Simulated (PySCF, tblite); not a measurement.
# C₆H₉FN radical: geometry, infrared bands and EPR parameters

Aim: predict the infrared bands and EPR parameters of C₆H₉FN radical (`CC/N=C1/[CH]C[C@H]1F`).

Programs: tblite 0.8.0 and PySCF 2.14.0, with density-fitted response routines of our own. Each step states its level of theory. These are calculated values for one molecule in the gas phase, unless marked as measured. Atoms are numbered from 0 throughout.

## 1. The starting structure

17 atoms, charge 0, multiplicity 2; geometry from: force field or distance geometry start.

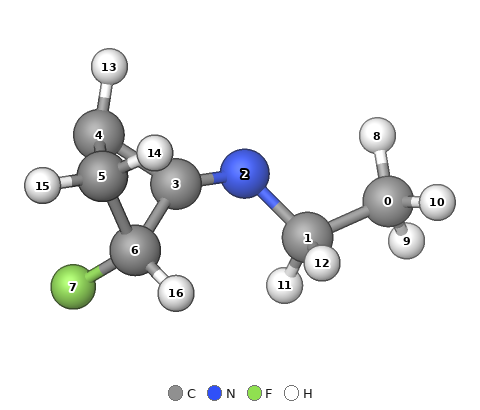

The starting geometry (carbon grey, nitrogen blue, fluorine green, hydrogen white), atoms numbered; sticks join atoms by distance.

## 2. Geometry optimisation with GFN2-xTB

Job settings and geometry (Å):

```
{"job": {"kind": "relax", "xc": "GFN2-xTB", "basis": "xTB"}, "charge": 0, "multiplicity": 2}
C      2.904300    -0.055600    -0.246600
C      1.540200     0.123300     0.416000
N      0.557600    -0.663900    -0.292500
C     -0.708700    -0.490000    -0.089600
C     -1.979100    -1.089500    -0.597900
C     -2.506300     0.344900    -0.448500
C     -1.585400     0.349500     0.782500
F     -2.090000    -0.439500     1.805300
H      2.830500    -0.828200    -1.064700
H      3.597500    -0.398100     0.543300
H      3.257700     0.906900    -0.672100
H      1.586100    -0.306300     1.441100
H      1.329100     1.200900     0.415600
H     -1.931100    -1.408800    -1.665100
H     -2.050300     1.021700    -1.186900
H     -3.568900     0.425500    -0.240100
H     -1.190300     1.319100     1.090200
```

Run with:

```sh
$ OMP_NUM_THREADS=1 python probes_run.py task.json out
```

One launch serves the whole session: the jobs run in the order shown.

Output:

```text
step      E/eV     max force
  0    -678.20858    5.064
  1    -678.74132    3.081
  2    -679.16464    1.799
  3    -679.34110    1.195
  4    -679.44006    0.979
  5    -679.50089    0.926
  6    -679.58223    0.557
  7    -679.61163    0.479
  8    -679.64479    0.499
  9    -679.67325    0.486
 10    -679.70626    0.493
 11    -679.73151    0.491
 12    -679.74873    0.374
 13    -679.76348    0.382
 14    -679.77582    0.313
 15    -679.78501    0.328
 16    -679.79544    0.411
 17    -679.81079    0.452
 18    -679.83261    0.451
 19    -679.85892    0.499
 20    -679.88537    0.467
 21    -679.90694    0.381
 22    -679.92833    0.421
 23    -679.94798    0.361
 24    -679.97624    0.413
 25    -679.99408    0.429
 26    -680.01549    0.389
 27    -680.04258    0.452
 28    -680.07082    0.399
 29    -680.09144    0.270
 30    -680.10222    0.391
 31    -680.10573    0.535
 32    -680.11844    0.310
 33    -680.12943    0.300
 34    -680.14102    0.231
 35    -680.14617    0.167
 36    -680.15028    0.142
 37    -680.15330    0.120
 38    -680.15593    0.128
 39    -680.15803    0.133
 40    -680.15972    0.119
 41    -680.16110    0.076
 42    -680.16231    0.058
 43    -680.16366    0.073
 44    -680.16467    0.083
 45    -680.16570    0.082
 46    -680.16676    0.074
 47    -680.16783    0.072
 48    -680.16889    0.072
 49    -680.17000    0.070
 50    -680.17124    0.081
 51    -680.17275    0.103
 52    -680.17440    0.120
 53    -680.17621    0.114
 54    -680.17847    0.107
 55    -680.18110    0.116
 56    -680.18359    0.098
 57    -680.18561    0.092
 58    -680.18730    0.097
 59    -680.18885    0.113
 60    -680.18978    0.110
 61    -680.19046    0.100
 62    -680.19117    0.069
 63    -680.19175    0.058
 64    -680.19229    0.061
 65    -680.19281    0.063
 66    -680.19323    0.049
 67    -680.19358    0.038
 68    -680.19388    0.036
 69    -680.19411    0.037
 70    -680.19433    0.038
 71    -680.19457    0.039
 72    -680.19486    0.041
 73    -680.19516    0.036
 74    -680.19542    0.034
 75    -680.19567    0.035
 76    -680.19593    0.030
 77    -680.19619    0.037
 78    -680.19641    0.036
 79    -680.19658    0.030
 80    -680.19676    0.029
 81    -680.19695    0.027
 82    -680.19709    0.028
 83    -680.19717    0.023
 84    -680.19723    0.023
 85    -680.19731    0.022
 86    -680.19749    0.023
 87    -680.19758    0.023
 88    -680.19767    0.021
 89    -680.19772    0.023
 90    -680.19778    0.018
 91    -680.19782    0.015
 92    -680.19784    0.015
 93    -680.19786    0.012
 94    -680.19789    0.012
 95    -680.19792    0.013
 96    -680.19795    0.013
 97    -680.19797    0.011
 98    -680.19800    0.014
 99    -680.19803    0.015
100    -680.19807    0.017
101    -680.19812    0.016
102    -680.19815    0.013
103    -680.19817    0.014
104    -680.19820    0.014
105    -680.19823    0.013
106    -680.19827    0.013
107    -680.19829    0.008
```

Wall time 0.56 s (1 thread of Arm Neoverse V2, shared host).

Along the way: (not every step is listed)

```tsv
step	energy from step 0 (eV)	largest force (eV/Å)
0	0.0000	5.0638
1	-0.5327	3.0811
2	-0.9561	1.7995
3	-1.1325	1.1947
4	-1.2315	0.9788
5	-1.2923	0.9264
6	-1.3736	0.5568
7	-1.4031	0.4785
8	-1.4362	0.4994
17	-1.6022	0.4520
26	-1.8069	0.3886
35	-1.9376	0.1674
44	-1.9561	0.0828
53	-1.9676	0.1135
62	-1.9826	0.0691
71	-1.9860	0.0393
80	-1.9882	0.0287
89	-1.9891	0.0227
98	-1.9894	0.0136
102	-1.9896	0.0130
103	-1.9896	0.0137
104	-1.9896	0.0139
105	-1.9896	0.0132
106	-1.9897	0.0133
107	-1.9897	0.0083
```

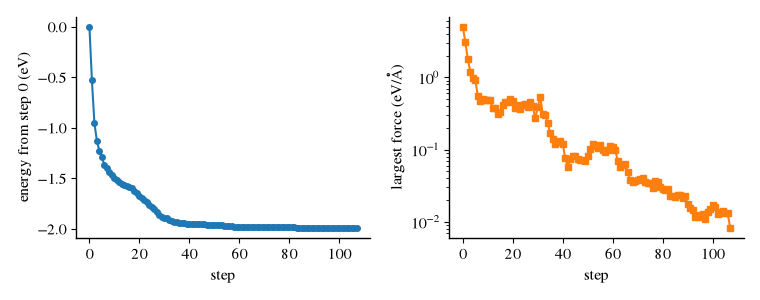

Energy and largest force along the relaxation.

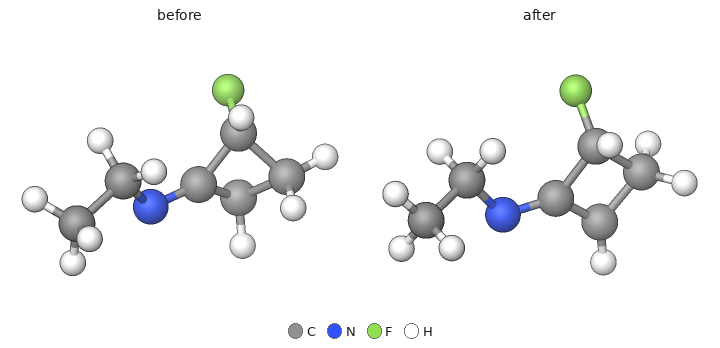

Before and after, at one scale.

Close pairs (by a distance rule), those that changed most:

```tsv
bond	before (Å)	after (Å)	change (Å)
C3–C4	1.494	1.392	-0.102
C3–C6	1.495	1.539	+0.045
C4–C5	1.536	1.491	-0.044
C4–H13	1.115	1.072	-0.043
C0–H8	1.128	1.086	-0.042
C0–H10	1.110	1.087	-0.023
C1–N2	1.445	1.423	-0.022
C0–H9	1.105	1.087	-0.019
```

The next job starts from the end point, and lists it.

## 3. Vibrational analysis with GFN2-xTB

Job settings and geometry (Å):

```
{"job": {"kind": "ir", "xc": "GFN2-xTB", "basis": "xTB"}, "charge": 0, "multiplicity": 2}
C      2.921680    -0.113250    -0.102589
C      1.541913    -0.221847     0.539659
N      0.597889    -0.689485    -0.416737
C     -0.624990    -0.296767    -0.373868
C     -1.746841    -0.594615    -1.142829
C     -2.674750     0.220140    -0.307155
C     -1.442210     0.659777     0.513069
F     -1.501546     0.358150     1.852318
H      3.186652    -1.062202    -0.559521
H      3.664624     0.145452     0.647197
H      2.916734     0.651489    -0.875367
H      1.587356    -0.972615     1.341554
H      1.246995     0.731755     1.004585
H     -1.899043    -1.174288    -2.031653
H     -3.219852     1.017003    -0.816278
H     -3.384012    -0.364927     0.282132
H     -1.177598     1.718261     0.435573
```

Output:

```text
mode    cm-1     km/mol
  1      32.2      1.10
  2      94.5      4.70
  3     135.9      4.99
  4     164.9      3.09
  5     211.5      4.97
  6     248.4      0.55
  7     365.9     10.90
  8     395.8      1.26
  9     482.6      2.04
 10     586.4     32.12
 11     600.1      9.36
 12     704.0     19.58
 13     802.0     25.67
 14     816.3      4.66
 15     917.3      3.52
 16     957.0      7.95
 17     971.3      3.36
 18     997.2     23.23
 19    1053.1      9.43
 20    1069.1     20.33
 21    1080.4      1.89
 22    1110.9     47.63
 23    1133.1      3.96
 24    1161.0     44.61
 25    1174.6     24.12
 26    1219.8      2.82
 27    1240.3      4.83
 28    1284.7     27.13
 29    1315.0      0.72
 30    1349.7     40.81
 31    1396.8      4.23
 32    1419.2     15.43
 33    1430.1      4.41
 34    1481.8      3.40
 35    1496.3      3.41
 36    1563.4     14.67
 37    2848.9     49.90
 38    2881.4     22.65
 39    2937.4     19.04
 40    2952.1     36.61
 41    2970.8     18.78
 42    3041.3     29.69
 43    3042.4     34.51
 44    3058.0     19.93
 45    3151.0     20.13
```

Run time: 0.44 s. Hardware: 1 thread of Arm Neoverse V2, shared host.

Which atoms move in the most intense modes:

```tsv
cm⁻¹	km/mol	atoms
586	32.1	H13 52 %, C4 21 %, C3 12 %
1111	47.6	C6 41 %, F7 15 %, H14 12 %, H16 11 %
1161	44.6	C1 30 %, N2 25 %, H12 13 %
1350	40.8	C4 31 %, C3 20 %, C1 13 %, N2 13 %
2849	49.9	H12 74 %, H11 18 %
2952	36.6	H14 39 %, H15 32 %, H16 21 %
3041	29.7	H10 82 %
3042	34.5	H9 85 %
```

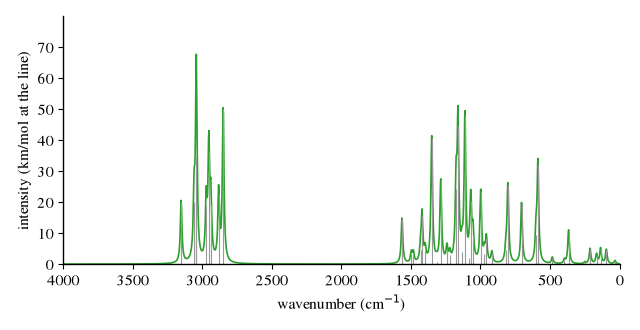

The infrared spectrum from these modes, unscaled. Lines are broadened to a width of 14 cm⁻¹ (Lorentzian).

## 4. EPR parameters: B3LYP/pcH-1

The job, as its differences from that of step 3:

```diff
@@ -1,2 +1,2 @@
-{"job": {"kind": "ir", "xc": "GFN2-xTB", "basis": "xTB"}, "charge": 0, "multiplicity": 2}
+{"job": {"kind": "epr", "basis": "pcH-1"}, "charge": 0, "multiplicity": 2}
 C      2.921680    -0.113250    -0.102589
```

With the program's defaults for keys left out, this is: UKS B3LYP, pcH-1 on C F H N, non-relativistic, mean-field spin-orbit, GIAO.

Output:

```text
UKS, coarse grid
  cycle   1  E = -388.49992932  |g| = 4.40e-01
  cycle   2  E = -388.41560896  |g| = 6.68e-01
  cycle   3  E = -388.57358577  |g| = 1.23e-01
  cycle   4  E = -388.57926976  |g| = 5.91e-02
  cycle   5  E = -388.58088469  |g| = 1.78e-02
  cycle   6  E = -388.58104944  |g| = 6.69e-03
  cycle   7  E = -388.58109483  |g| = 2.09e-03
  cycle   8  E = -388.58110120  |g| = 1.15e-03
  cycle   9  E = -388.58110220  |g| = 2.45e-04
UKS, final grid
  cycle   1  E = -388.58110073  |g| = 2.56e-04
  cycle   2  E = -388.58110072  |g| = 3.42e-04
  cycle   3  E = -388.58110077  |g| = 7.65e-05
  cycle   4  E = -388.58110077  |g| = 3.77e-05
  cycle   5  E = -388.58110078  |g| = 1.31e-05
E = -388.58110078 Eh   <S^2> = 0.7747 (exact 0.7500)
g shifts (ppm)      1          2          3
  rmc          -174       -174       -174
  gc             -6         37         26
  oz_so          49        953       3407
  total        -132        815       3259
hyperfine (MHz)  atom isotope    a_iso     a_fc   dipolar eigenvalues
    0   13C      13.57      13.57     -1.72     -1.45      3.17
    1   13C     -18.82     -18.82     -2.18      0.60      1.58
    2   14N      18.63      18.63    -23.14    -22.68     45.82
    3   13C     -50.05     -50.05    -27.92      8.60     19.32
    4   13C      62.20      62.20    -56.28    -54.35    110.63
    5   13C     -25.94     -25.94     -2.33      1.01      1.32
    6   13C       5.93       5.93     -0.90     -0.30      1.20
    7   19F     -22.93     -22.93     -9.24      4.37      4.87
    8    1H      -0.72      -0.72     -2.18     -1.79      3.97
    9    1H       1.23       1.23     -1.52     -1.04      2.56
   10    1H      -1.34      -1.34     -2.49     -1.51      4.00
   11    1H      97.07      97.07     -4.04     -1.92      5.96
   12    1H      17.97      17.97     -3.00     -2.30      5.30
   13    1H     -43.90     -43.90    -24.95     -1.49     26.44
   14    1H      82.08      82.08     -3.26     -2.74      6.01
   15    1H      99.77      99.77     -3.77     -2.42      6.19
   16    1H      -9.83      -9.83     -2.53     -0.72      3.25
```

Wall time 89 s (1 thread of Arm Neoverse V2, shared host); peak memory 0.97 GiB.

Principal g values 2.00219, 2.00313, 2.00558; g(iso) = 2.00363, against 2.00232 for a free electron.

Hyperfine couplings; where a row names several nuclei, a(iso) is their mean (it holds for fast rotation or exchange) and the dipolar term the largest among them:

```tsv
nuclei	isotope	a(iso) (MHz)	a(iso) (G, at g = 2.0023)	largest dipolar term (MHz)
H15	1H	99.8	35.6	6.2
H11	1H	97.1	34.6	6.0
H14	1H	82.1	29.3	6.0
C4	13C	62.2	22.2	110.6
C3	13C	-50.1	-17.9	-27.9
H13	1H	-43.9	-15.7	26.4
C5	13C	-25.9	-9.3	-2.3
F7	19F	-22.9	-8.2	-9.2
C1	13C	-18.8	-6.7	-2.2
N2	14N	18.6	6.6	45.8
H12	1H	18.0	6.4	5.3
C0	13C	13.6	4.8	3.2
H16	1H	-9.8	-3.5	3.3
C6	13C	5.9	2.1	1.2
```

Mulliken spin populations:

C0 0.01; C1 -0.03; N2 0.49; C3 -0.22; C4 0.71; C5 -0.06; C6 0.01; F7 0.00; H8 0.00; H9 0.00; H10 0.00; H11 0.04; H12 0.01; H13 -0.03; H14 0.03; H15 0.04; H16 0.00

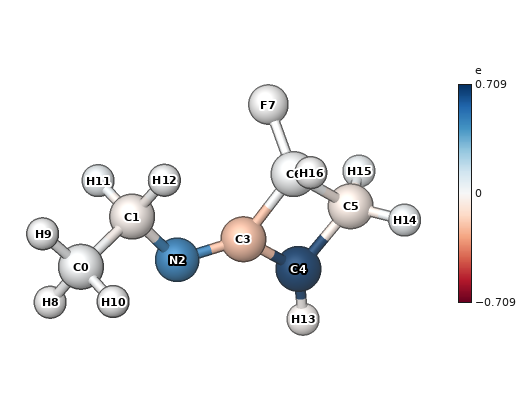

Mulliken spin populations, as colours on the atoms.

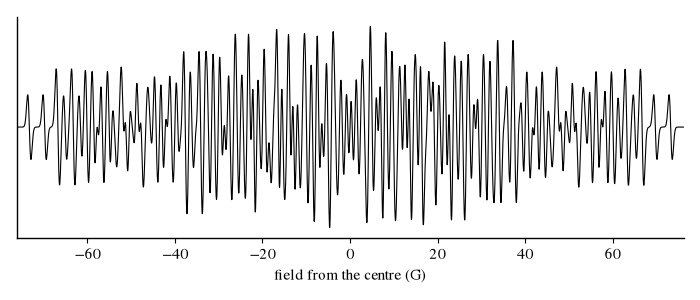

First-order isotropic spectrum (first derivative, main isotopes with spin only, couplings over 0.8 MHz, Gaussian width 0.4 G; couplings of the frozen geometry, rotation of groups not averaged beyond the rows shown).

The fields below are evaluated on a grid from the run's orbitals.

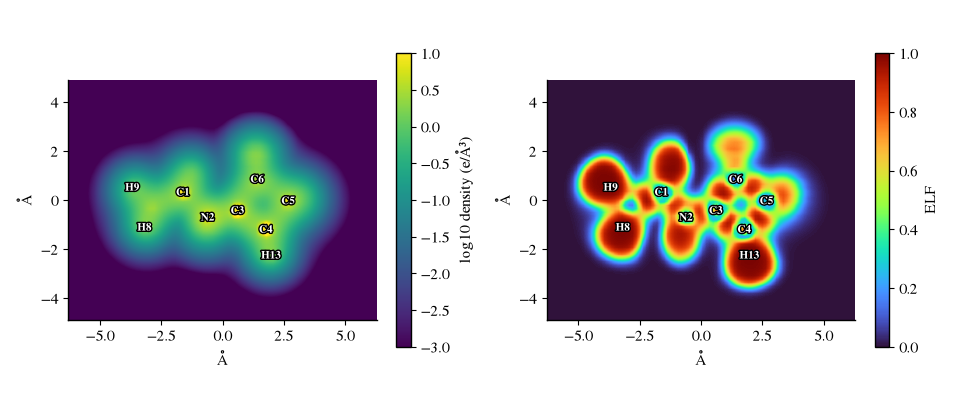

Density (left) and ELF (right) in a plane through or near 9 of the atoms.

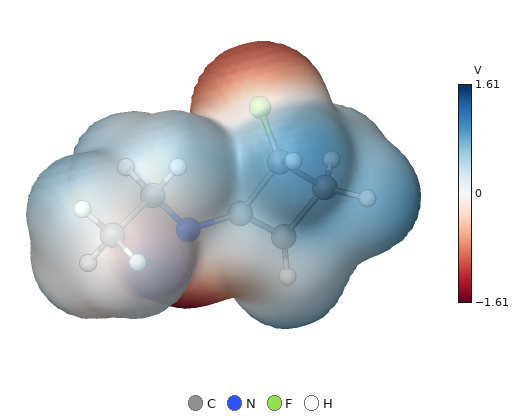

The potential that a unit positive charge feels on the 0.002 e/bohr³ surface, from -1.61 V near N2 to 1.00 V near H16.

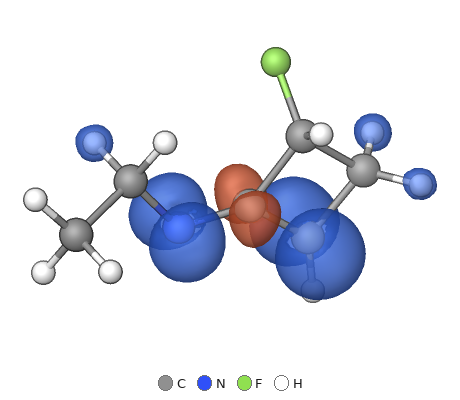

Spin density at ±0.04 e/Å³ (alpha excess blue, beta excess red).

## 5. What came out

| quantity | value |
| --- | --- |
| strongest single infrared mode (GFN2-xTB) | 2849 cm⁻¹, 50 km/mol |
| zero-point energy (GFN2-xTB) | 84.8 kcal/mol |
| g(iso) (B3LYP) | 2.00363 |
| ⟨S²⟩ | 0.775 (exact 0.75) |
| largest a(iso) (averaged by class) | 1H on H15, 99.8 MHz |
| potential on the surface of density 0.002 e/bohr³, 1st and 99th percentile | -1.61 V and 1.00 V |

The optimisation took 107 steps and gained 1.990 eV; among the close pairs (by a distance rule), C3–C4 changed most, from 1.494 to 1.392 Å. No mode is imaginary among the 45: a minimum at this level. The strongest single mode, at 2849 cm⁻¹, moves mainly H12. Unscaled tight-binding wavenumbers are off by several per cent, some by more. Its intensities can rank the bands wrongly. The largest share of the spin, 0.71 e, sits on C4. The isotropic g lies 1.3 ppt above the free-electron value. These values are for one conformer; the search (at its own cheap level) found 2 more, at 0.01, 0.27 kcal/mol (those within 0.05 may be mirror or relabelled copies), and measured spectra average over such forms.
